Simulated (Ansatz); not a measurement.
# BF (singlet): PBE0, B3LYP over a scan of the distance B1–F2, cc-pVDZ

Aim: run BF (singlet) with these functionals over a scan of the distance B1–F2, and hold them against the top wave-function level at the same points.

The runs use Ansatz 0.2.0, Gaussian basis; cc-pVDZ, all electrons in the functionals.

Plan: PBE0, B3LYP, at 1.019 Å; 1.117 Å; 1.263 Å; 1.411 Å; 1.532 Å; 1.707 Å; 2.018 Å; 2.335 Å; 2.801 Å; 3.379 Å; 4.284 Å.

32 further runs of the same task are left out: 14 for a known fault of the program, 14 that didn't finish, 4 set aside as unsound or not needed.

## 1. What is computed

The geometry derives from a PBE0/def2-TZVP stationary point (not a proven minimum). One bond is set to the value named and the two fragments are kept rigid.

2 atoms, charge 0, spin multiplicity 1.

Atoms are counted from 1 here; the program's logs count them from 0.

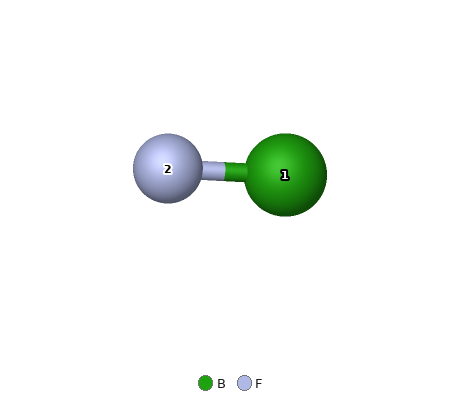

The structure; boron green, fluorine light blue; atoms are numbered from 1 in the order of the file.

No dispersion term is added. B3LYP takes the VWN-RPA correlation.

The geometry shown and the zero of energy belong to the point 1.263 Å. The yardstick, RCCSDTQ, and other wave-function levels (R restricted, U unrestricted, valence and pair active spaces) come from earlier runs.

## 2. PBE0, 1.019 Å

Input file in.yaml:

```yaml
crystal:
  periodic: [false, false, false]
  atoms:
    - {symbol: B, position_ang: [0.000000, 0.000000, 0.000000]}
    - {symbol: F, position_ang: [0.000000, 0.000000, 1.019000]}
basis:
  gaussian: {orbitals: cc-pVDZ}
hamiltonian: {xc: {name: PBE0}}
output: {forces: true, orbitals: {seedname: orbitals}}
```

The run is started by

```sh
$ ansatz run in.yaml --threads 1 --pin off --events-out ev --progress --plain --max-ram 2393MiB
```

Log:

```text
Functional definition: PBE0
  name "PBE0"
  cite "Adamo & Barone, J. Chem. Phys. 110, 6158 (1999) doi:10.1063/1.478522"
  cite "Perdew, Burke & Ernzerhof, Phys. Rev. Lett. 77, 3865 (1996) doi:10.1103/PhysRevLett.77.3865"
  parent pbe
  parameter a = 0.25
  parameter kappa = 0.804
  parameter beta = 0.06672455060314922
  exchange = (1 - a)*pbe_x(kappa = kappa, mu = beta*pi^2/3) + a*exact_x
  correlation = pbe_c(beta = beta)
261 factors; integrals over basis functions are off by at most 5.6e-4 eV
mean field evaluation 1: about -3384.6968 eV, gradient 2.3e1 eV
mean field evaluation 2: about -3384.7031 eV, gradient 2.4e1 eV
mean field evaluation 4: about -3385.4864 eV, gradient 9.3e-2 eV
mean field evaluation 8: about -3385.4866 eV, gradient 2.3e-3 eV
mean field -3385.48656889 eV, -124.4143366414 hartree, gradient 6.8e-6 eV, S^2 0.000000; 0 other end points of the search recorded, 0 dependent functions left out
the calculation of the forces begins
reference -3385.48658337 eV, -124.4143371737 hartree; 7, 7 occupied and 21, 21 virtual orbitals, 261 factors
Total energy: -3385.48658337 eV, -124.4143371737 hartree
Atom 0 at     0.000000     0.000000     0.000000 Å, force    -0.000000     0.000000   -32.140739 eV/Å
Atom 1 at     0.000000     0.000000     1.019000 Å, force    -0.000000    -0.000000    32.140739 eV/Å
Dipole moment:    -0.000000     0.000000     0.443345 e Å
```

Wall time 0.24 s (1 thread of Intel Xeon Platinum 8488C, shared host).

The fields below are evaluated on a grid from the run's orbitals.

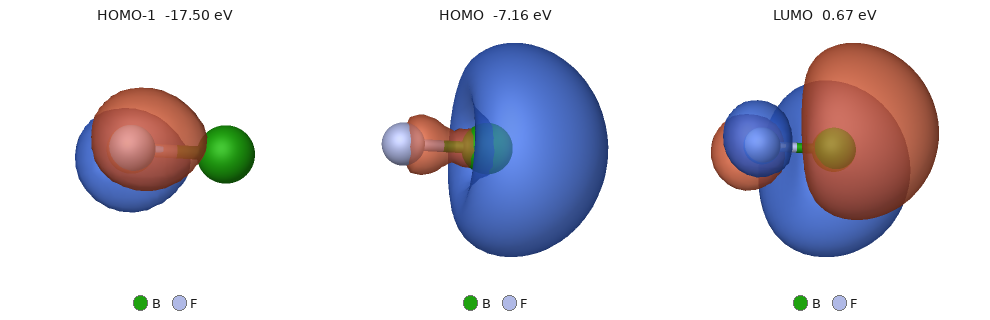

PBE0/cc-pVDZ orbitals near the gap, drawn at the value that encloses 70 % of each; the two colours are the two signs.

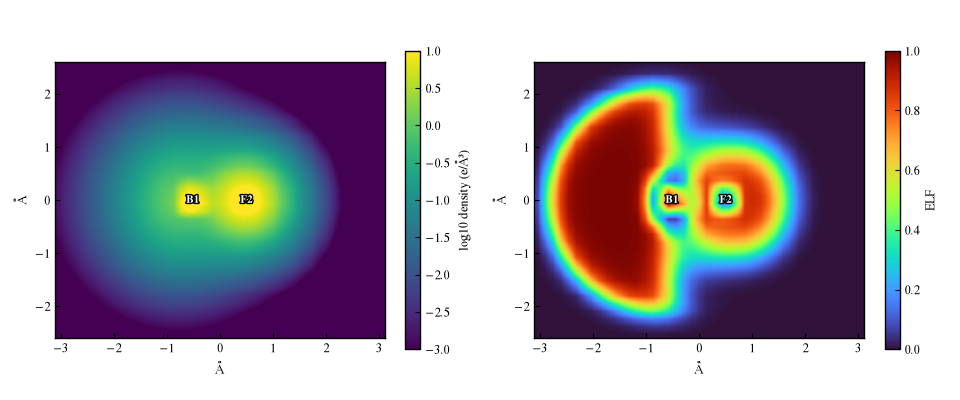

Density (left) and ELF (right) in a plane through or near 2 of the atoms.

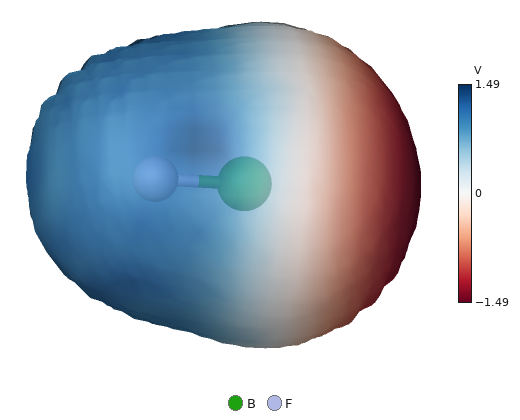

Electrostatic potential on the surface of density 0.002 e/bohr³; red is low, blue high. It runs, from the 1st to the 99th percentile, from -1.49 V near B1 to 1.28 V near F2.

## 3. PBE0, 1.117 Å

Input file in.yaml:

```yaml
crystal:
  periodic: [false, false, false]
  atoms:
    - {symbol: B, position_ang: [0.000000, 0.000000, 0.000000]}
    - {symbol: F, position_ang: [0.000000, 0.000000, 1.117000]}
basis:
  gaussian: {orbitals: cc-pVDZ}
hamiltonian: {xc: {name: PBE0}}
output: {orbitals: {seedname: orbitals}}
```

Launched as before.

Log:

```text
Functional definition: PBE0
  name "PBE0"
  cite "Adamo & Barone, J. Chem. Phys. 110, 6158 (1999) doi:10.1063/1.478522"
  cite "Perdew, Burke & Ernzerhof, Phys. Rev. Lett. 77, 3865 (1996) doi:10.1103/PhysRevLett.77.3865"
  parent pbe
  parameter a = 0.25
  parameter kappa = 0.804
  parameter beta = 0.06672455060314922
  exchange = (1 - a)*pbe_x(kappa = kappa, mu = beta*pi^2/3) + a*exact_x
  correlation = pbe_c(beta = beta)
290 factors; their error is unknown
mean field evaluation 1: about -3387.0820 eV, gradient 2.0e1 eV
mean field evaluation 2: about -3386.8614 eV, gradient 2.4e1 eV
mean field evaluation 4: about -3387.6505 eV, gradient 1.1e-1 eV
mean field evaluation 8: about -3387.6451 eV, gradient 6.5e-2 eV
mean field -3387.64506049 eV, -124.4936597448 hartree, gradient 8.1e-6 eV, S^2 0.000000; 0 other end points of the search recorded, 0 dependent functions left out
reference -3387.64507519 eV, -124.4936602848 hartree; 7, 7 occupied and 21, 21 virtual orbitals, 290 factors
Total energy: -3387.64507519 eV, -124.4936602848 hartree
```

It took 0.18 s on 1 thread of Intel Xeon Platinum 8488C, shared host.

## 4. PBE0, 1.263 Å

Input file in.yaml:

```yaml
crystal:
  periodic: [false, false, false]
  atoms:
    - {symbol: B, position_ang: [0.000000, 0.000000, 0.000000]}
    - {symbol: F, position_ang: [0.000000, 0.000000, 1.263100]}
basis:
  gaussian: {orbitals: cc-pVDZ}
hamiltonian: {xc: {name: PBE0}}
output: {forces: true, orbitals: {seedname: orbitals}}
```

Launched as before.

Log, cut to the lines that bear on the results:

```text
Functional definition: PBE0
  name "PBE0"
  cite "Adamo & Barone, J. Chem. Phys. 110, 6158 (1999) doi:10.1063/1.478522"
  cite "Perdew, Burke & Ernzerhof, Phys. Rev. Lett. 77, 3865 (1996) doi:10.1103/PhysRevLett.77.3865"
  parent pbe
[...]
262 factors; integrals over basis functions are off by at most 4.7e-4 eV
[...]
mean field -3388.57580081 eV, -124.5278638207 hartree, gradient 2.1e-5 eV, S^2 0.000000; 0 other end points of the search recorded, 0 dependent functions left out
[...]
reference -3388.57581588 eV, -124.5278643743 hartree; 7, 7 occupied and 21, 21 virtual orbitals, 262 factors
Total energy: -3388.57581588 eV, -124.5278643743 hartree
Atom 0 at     0.000000     0.000000     0.000000 Å, force     0.000000     0.000000    -0.950277 eV/Å
Atom 1 at     0.000000     0.000000     1.263100 Å, force    -0.000000    -0.000000     0.950277 eV/Å
Dipole moment:     0.000000    -0.000000     0.229412 e Å
```

It took 0.24 s on 1 thread of Intel Xeon Platinum 8488C, shared host.

The fields below are evaluated on a grid from the run's orbitals.

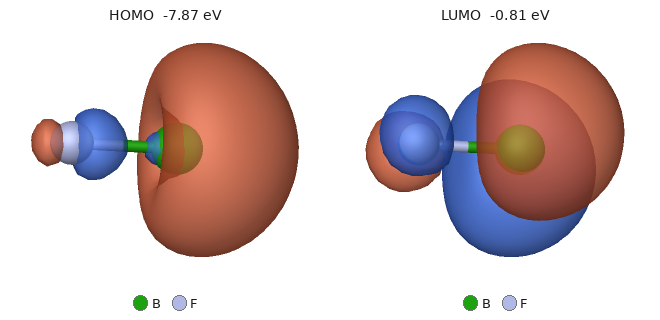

PBE0/cc-pVDZ orbitals near the gap, drawn at the value that encloses 70 % of each; the two colours are the two signs.

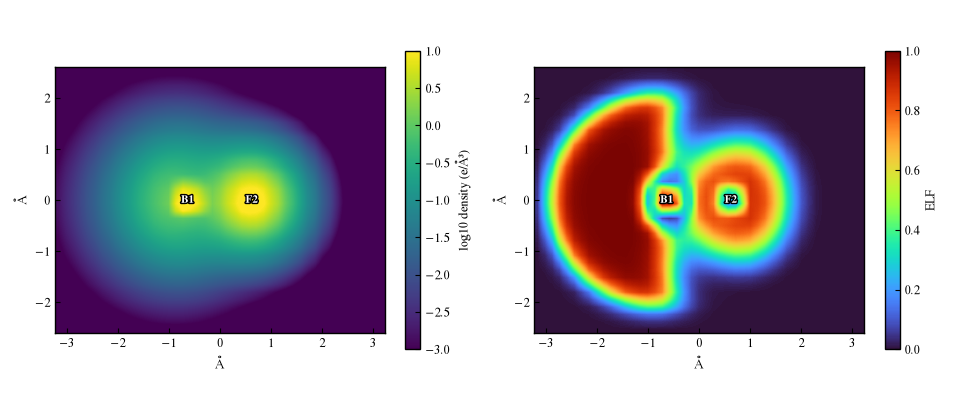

Density (left) and ELF (right) in a plane through or near 2 of the atoms.

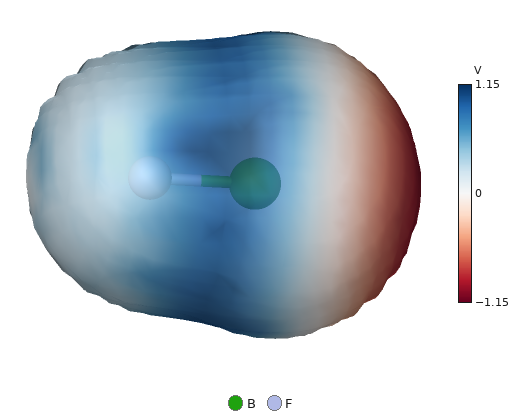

Electrostatic potential on the surface of density 0.002 e/bohr³; red is low, blue high. It runs, from the 1st to the 99th percentile, from -1.03 V near B1 to 1.15 V near F2.

## 5. PBE0, 1.411 Å

in.yaml: that of step 4 with these lines changed.

```diff
@@ -4,3 +4,3 @@
     - {symbol: B, position_ang: [0.000000, 0.000000, 0.000000]}
-    - {symbol: F, position_ang: [0.000000, 0.000000, 1.263100]}
+    - {symbol: F, position_ang: [0.000000, 0.000000, 1.411000]}
 basis:
```

Launched as before.

Log, cut to the lines that bear on the results:

```text
Functional definition: PBE0
  name "PBE0"
  cite "Adamo & Barone, J. Chem. Phys. 110, 6158 (1999) doi:10.1063/1.478522"
  cite "Perdew, Burke & Ernzerhof, Phys. Rev. Lett. 77, 3865 (1996) doi:10.1103/PhysRevLett.77.3865"
  parent pbe
[...]
262 factors; integrals over basis functions are off by at most 6.5e-4 eV
[...]
mean field -3388.29216294 eV, -124.5174403210 hartree, gradient 3.6e-6 eV, S^2 0.000000; 0 other end points of the search recorded, 0 dependent functions left out
[...]
reference -3388.29217851 eV, -124.5174408932 hartree; 7, 7 occupied and 21, 21 virtual orbitals, 262 factors
Total energy: -3388.29217851 eV, -124.5174408932 hartree
Atom 0 at     0.000000     0.000000     0.000000 Å, force    -0.000000    -0.000000     3.973478 eV/Å
Atom 1 at     0.000000     0.000000     1.411000 Å, force     0.000000     0.000000    -3.973478 eV/Å
Dipole moment:    -0.000000     0.000000     0.071960 e Å
```

Wall time 0.24 s (1 thread of Intel Xeon Platinum 8488C, shared host).

From 1.263 Å: +6.5 kcal/mol.

## 6. PBE0, 1.532 Å

Input file in.yaml:

```yaml
crystal:
  periodic: [false, false, false]
  atoms:
    - {symbol: B, position_ang: [0.000000, 0.000000, 0.000000]}
    - {symbol: F, position_ang: [0.000000, 0.000000, 1.532000]}
basis:
  gaussian: {orbitals: cc-pVDZ}
magnetization: {spin_polarized: true, initial_magnetization: 0}
hamiltonian: {xc: {name: PBE0}}
output: {forces: true, orbitals: {seedname: orbitals}}
```

Same command.

Log, cut to the lines that bear on the results:

```text
Functional definition: PBE0
  name "PBE0"
  cite "Adamo & Barone, J. Chem. Phys. 110, 6158 (1999) doi:10.1063/1.478522"
  cite "Perdew, Burke & Ernzerhof, Phys. Rev. Lett. 77, 3865 (1996) doi:10.1103/PhysRevLett.77.3865"
  parent pbe
[...]
262 factors; integrals over basis functions are off by at most 7.8e-4 eV
[...]
mean field -3387.70594665 eV, -124.4958972699 hartree, gradient 8.1e-6 eV, S^2 0.000000; 1 other end points of the search recorded, 0 dependent functions left out
[...]
reference -3387.70596262 eV, -124.4958978568 hartree; 7, 7 occupied and 21, 21 virtual orbitals, 262 factors
Total energy: -3387.70596262 eV, -124.4958978568 hartree
Atom 0 at     0.000000     0.000000     0.000000 Å, force    -0.000000    -0.000000     5.477058 eV/Å
Atom 1 at     0.000000     0.000000     1.532000 Å, force     0.000000     0.000000    -5.477058 eV/Å
Dipole moment:    -0.000000    -0.000000    -0.066670 e Å
```

It took 0.39 s on 1 thread of Intel Xeon Platinum 8488C, shared host.

From the report: ⟨S²⟩ of the determinant 0.000 (pure singlet: 0.00).

From 1.263 Å: +20.1 kcal/mol.

## 7. PBE0, 1.707 Å

in.yaml: that of step 6 with these lines changed.

```diff
@@ -4,3 +4,3 @@
     - {symbol: B, position_ang: [0.000000, 0.000000, 0.000000]}
-    - {symbol: F, position_ang: [0.000000, 0.000000, 1.532000]}
+    - {symbol: F, position_ang: [0.000000, 0.000000, 1.707000]}
 basis:
```

The command is unchanged.

Log, cut to the lines that bear on the results:

```text
Functional definition: PBE0
  name "PBE0"
  cite "Adamo & Barone, J. Chem. Phys. 110, 6158 (1999) doi:10.1063/1.478522"
  cite "Perdew, Burke & Ernzerhof, Phys. Rev. Lett. 77, 3865 (1996) doi:10.1103/PhysRevLett.77.3865"
  parent pbe
[...]
262 factors; integrals over basis functions are off by at most 8.5e-4 eV
[...]
mean field -3386.68570462 eV, -124.4584040668 hartree, gradient 9.0e-6 eV, S^2 0.000000; 1 other end points of the search recorded, 0 dependent functions left out
[...]
reference -3386.68572085 eV, -124.4584046633 hartree; 7, 7 occupied and 21, 21 virtual orbitals, 262 factors
Total energy: -3386.68572085 eV, -124.4584046633 hartree
Atom 0 at     0.000000     0.000000     0.000000 Å, force    -0.000000    -0.000000     5.969848 eV/Å
Atom 1 at     0.000000     0.000000     1.707000 Å, force     0.000000     0.000000    -5.969848 eV/Å
Dipole moment:    -0.000000    -0.000000    -0.270214 e Å
```

Run time: 0.36 s. Hardware: 1 thread of Intel Xeon Platinum 8488C, shared host.

From the report: ⟨S²⟩ of the determinant 0.000 (pure singlet: 0.00).

From 1.263 Å: +43.6 kcal/mol.

## 8. PBE0, 2.018 Å

in.yaml: that of step 7 with these lines changed.

```diff
@@ -4,3 +4,3 @@
     - {symbol: B, position_ang: [0.000000, 0.000000, 0.000000]}
-    - {symbol: F, position_ang: [0.000000, 0.000000, 1.707000]}
+    - {symbol: F, position_ang: [0.000000, 0.000000, 2.018000]}
 basis:
```

The command is unchanged.

Log, cut to the lines that bear on the results:

```text
Functional definition: PBE0
  name "PBE0"
  cite "Adamo & Barone, J. Chem. Phys. 110, 6158 (1999) doi:10.1063/1.478522"
  cite "Perdew, Burke & Ernzerhof, Phys. Rev. Lett. 77, 3865 (1996) doi:10.1103/PhysRevLett.77.3865"
  parent pbe
[...]
262 factors; integrals over basis functions are off by at most 1.3e-3 eV
[...]
mean field -3384.92022327 eV, -124.3935238238 hartree, gradient 1.2e-6 eV, S^2 0.000000; 1 other end points of the search recorded, 0 dependent functions left out
[...]
reference -3384.92023949 eV, -124.3935244197 hartree; 7, 7 occupied and 21, 21 virtual orbitals, 262 factors
Total energy: -3384.92023949 eV, -124.3935244197 hartree
Atom 0 at     0.000000     0.000000     0.000000 Å, force    -0.000000     0.000000     5.227464 eV/Å
Atom 1 at     0.000000     0.000000     2.018000 Å, force     0.000000    -0.000000    -5.227464 eV/Å
Dipole moment:     0.000000    -0.000000    -0.605546 e Å
```

It took 0.39 s on 1 thread of Intel Xeon Platinum 8488C, shared host.

From the report: ⟨S²⟩ of the determinant 0.000 (pure singlet: 0.00).

From 1.263 Å: +84.3 kcal/mol.

## 9. PBE0, 2.335 Å

in.yaml: that of step 8 with these lines changed.

```diff
@@ -4,3 +4,3 @@
     - {symbol: B, position_ang: [0.000000, 0.000000, 0.000000]}
-    - {symbol: F, position_ang: [0.000000, 0.000000, 2.018000]}
+    - {symbol: F, position_ang: [0.000000, 0.000000, 2.335000]}
 basis:
```

The command is unchanged.

Log, cut to the lines that bear on the results:

```text
Functional definition: PBE0
  name "PBE0"
  cite "Adamo & Barone, J. Chem. Phys. 110, 6158 (1999) doi:10.1063/1.478522"
  cite "Perdew, Burke & Ernzerhof, Phys. Rev. Lett. 77, 3865 (1996) doi:10.1103/PhysRevLett.77.3865"
  parent pbe
[...]
262 factors; integrals over basis functions are off by at most 1.3e-3 eV
[...]
mean field -3383.44698116 eV, -124.3393831750 hartree, gradient 4.6e-6 eV, S^2 0.000000; 2 other end points of the search recorded, 0 dependent functions left out
[...]
reference -3383.44699729 eV, -124.3393837676 hartree; 7, 7 occupied and 21, 21 virtual orbitals, 262 factors
Total energy: -3383.44699729 eV, -124.3393837676 hartree
Atom 0 at     0.000000     0.000000     0.000000 Å, force    -0.000000    -0.000000     4.060821 eV/Å
Atom 1 at     0.000000     0.000000     2.335000 Å, force     0.000000     0.000000    -4.060821 eV/Å
Dipole moment:    -0.000000    -0.000000    -0.890746 e Å
```

Run time: 0.48 s. Hardware: 1 thread of Intel Xeon Platinum 8488C, shared host.

From the report: ⟨S²⟩ of the determinant 0.000 (pure singlet: 0.00).

From 1.263 Å: +118.3 kcal/mol.

The fields below are evaluated on a grid from the run's orbitals.

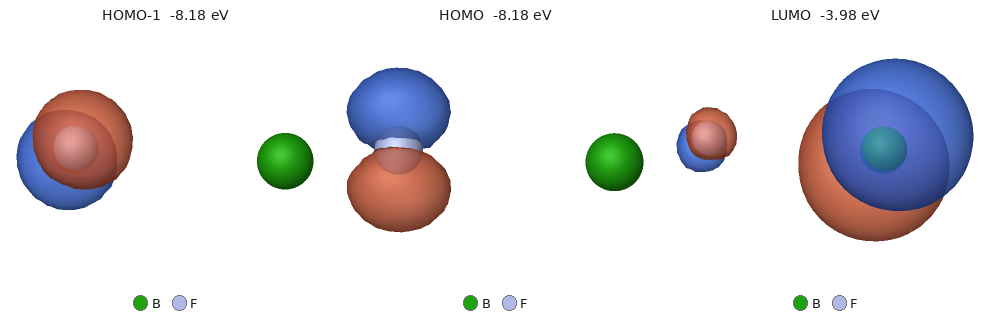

PBE0/cc-pVDZ orbitals (alpha spin) near the gap, drawn at the value that encloses 70 % of each; the two colours are the two signs.

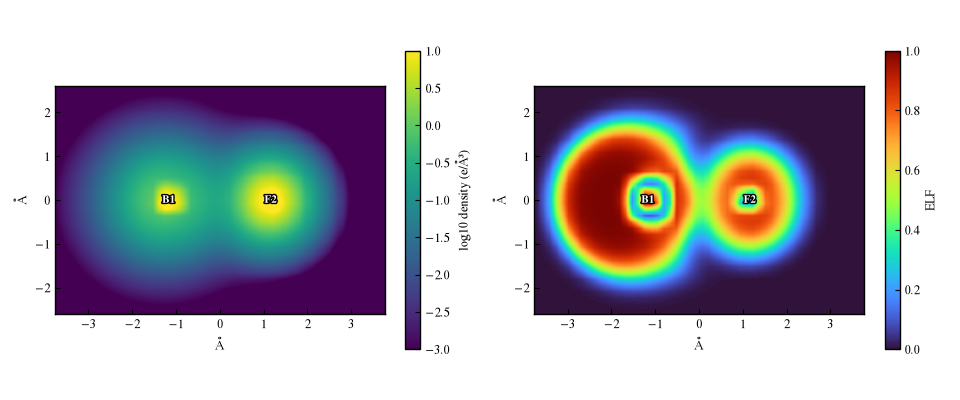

Density (left) and ELF (right) in a plane through or near 2 of the atoms.

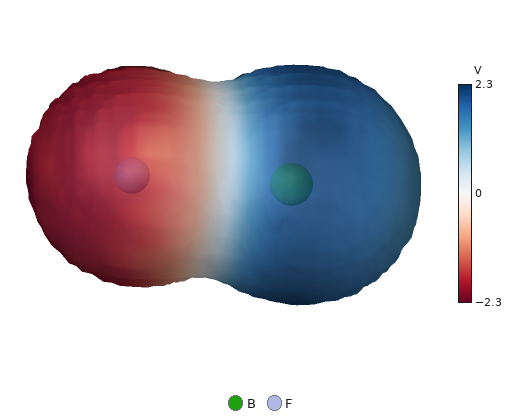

Electrostatic potential on the surface of density 0.002 e/bohr³; red is low, blue high. It runs, from the 1st to the 99th percentile, from -2.15 V near F2 to 2.30 V near B1.

## 10. PBE0, 2.801 Å

Input file in.yaml:

```yaml
crystal:
  periodic: [false, false, false]
  atoms:
    - {symbol: B, position_ang: [0.000000, 0.000000, 0.000000]}
    - {symbol: F, position_ang: [0.000000, 0.000000, 2.801000]}
basis:
  gaussian: {orbitals: cc-pVDZ}
magnetization: {spin_polarized: true, initial_magnetization: 0}
hamiltonian: {xc: {name: PBE0}}
output: {orbitals: {seedname: orbitals}}
```

Launched as before.

Log, cut to the lines that bear on the results:

```text
Functional definition: PBE0
  name "PBE0"
  cite "Adamo & Barone, J. Chem. Phys. 110, 6158 (1999) doi:10.1063/1.478522"
  cite "Perdew, Burke & Ernzerhof, Phys. Rev. Lett. 77, 3865 (1996) doi:10.1103/PhysRevLett.77.3865"
  parent pbe
[...]
262 factors; integrals over basis functions are off by at most 1.3e-3 eV
[...]
mean field -3382.17266544 eV, -124.2925529358 hartree, gradient 1.8e-5 eV, S^2 0.497412; 5 other end points of the search recorded, 0 dependent functions left out
reference -3382.17268238 eV, -124.2925535583 hartree; 7, 7 occupied and 21, 21 virtual orbitals, 262 factors
Total energy: -3382.17268238 eV, -124.2925535583 hartree
```

Run time: 1.1 s. Hardware: 1 thread of Intel Xeon Platinum 8488C, shared host.

From the report: ⟨S²⟩ of the determinant 0.497 (pure singlet: 0.00).

From 1.263 Å: +147.7 kcal/mol.

(Part 1 of 2 ends here.)
